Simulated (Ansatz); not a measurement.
BClO (SMILES O=BCl): methods side by side

The species is BClO (3 atoms), meant as a singlet with charge 0. SMILES: `O=BCl`. The shape is that of a GFN2-xTB optimisation.

```xyz
3

O     1.0196    0.6062    0.6270
B     0.1131    0.0666    0.0695
Cl   -1.1326   -0.6728   -0.6965
```

Each level gives the energy change with the O1–B2 bond stretched from 1.193 to 1.492 Å (eV). The values are calculated.

| level | kind | program | value (eV) | less FCI/STO-3G | CPU time (all runs) |
| --- | --- | --- | --- | --- | --- |
| HF/STO-3G (restricted) | Hartree–Fock | Ansatz | 3.38 | +1.32 | 0.18 s |
| SVWN5/STO-3G (restricted) | LDA | Ansatz | 2.00 | -0.06 | 1.1 s |
| BLYP/STO-3G (restricted) | GGA | Ansatz | 1.75 | -0.31 | 1.6 s |
| r2SCAN/STO-3G (restricted) | meta-GGA | Ansatz | 2.11 | +0.05 | 4 s |
| BHLYP/STO-3G (restricted) | global hybrid | Ansatz | 2.76 | +0.70 | 1.5 s |
| r2SCAN0/STO-3G (restricted) | hybrid meta-GGA | Ansatz | 2.51 | +0.45 | 4.1 s |
| wB97M-V/STO-3G (restricted) | range-separated hybrid | Ansatz | 2.44 | +0.38 | 24 s |
| B2PLYP/STO-3G (restricted) | double hybrid | Ansatz | 2.06 | 0.00 | 2.3 s |
| CCSD(T)/STO-3G (restricted) | coupled cluster or CI | Ansatz | 2.04 | -0.02 | 0.37 s |
| FCI/STO-3G | exact in the basis | Ansatz | 2.06 | 0.00 | 1.5 s |

FCI/STO-3G is exact within its basis and frozen core, so for wave-function methods in that basis the difference is their error; functionals converge differently with the basis, so for them it is only a difference. The first shape isn't each level's own minimum. The values span 1.75 to 3.38 eV. All rows use very small basis sets, so none should be taken for the real molecule's value. Times are those of the runs behind each value, whatever else they computed, on shared processors of several kinds: orders of magnitude only.

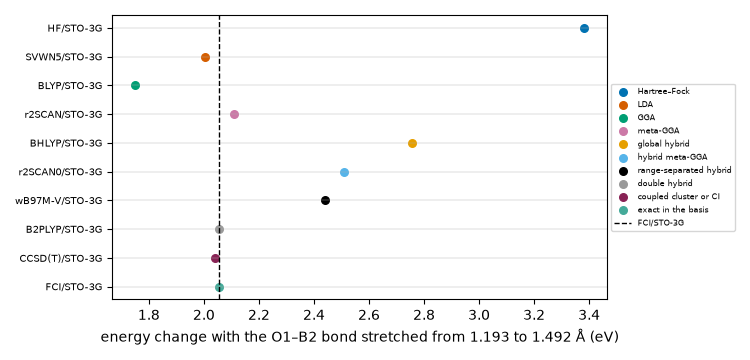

The values of the table, level by level.
